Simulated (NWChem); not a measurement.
**How basis sets differ on CH4FSi (SMILES C[SiH]F)**

The species is CH4FSi (7 atoms), meant as a doublet with charge 0. As SMILES, `C[SiH]F`. The shape is that of a PBE0-D4/def2-TZVP optimisation.

```xyz
7

C    -0.6535    0.3895   -0.2980
Si    0.9174   -0.5941   -0.1041
F     0.6407   -1.8128    0.9096
H    -1.4449   -0.2078   -0.7541
H    -0.4702    1.2609   -0.9317
H    -1.0007    0.7383    0.6796
H     2.0113    0.2260    0.4987
```

Each level gives the vertical ionisation energy (to the singlet cation) (eV). The values are calculated.

| level | kind | program | value (eV) | CPU time (all runs) |
| --- | --- | --- | --- | --- |
| UHF/6-31G* (spherical functions) | Hartree–Fock | NWChem | 8.22 | 13 s |
| UHF/6-31+G* (spherical functions) | Hartree–Fock | NWChem | 8.36 | 19 s |
| UHF/6-31++G** (spherical functions) | Hartree–Fock | NWChem | 8.34 | 29 s |
| UHF/6-311+G** | Hartree–Fock | NWChem | 8.39 | 35 s |
| UHF/6-311++G(2d,2p) | Hartree–Fock | NWChem | 8.34 | 82 s |

The values span 8.22 to 8.39 eV. Times are those of the runs behind each value, whatever else they computed, on shared processors of several kinds: orders of magnitude only.

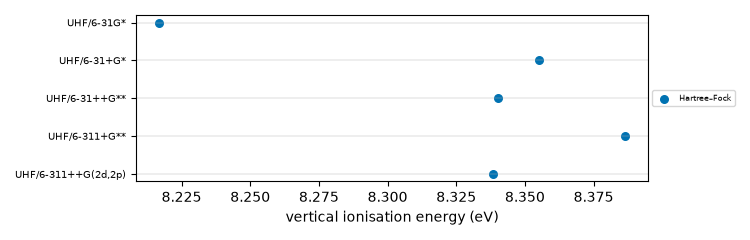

The values of the table, level by level.
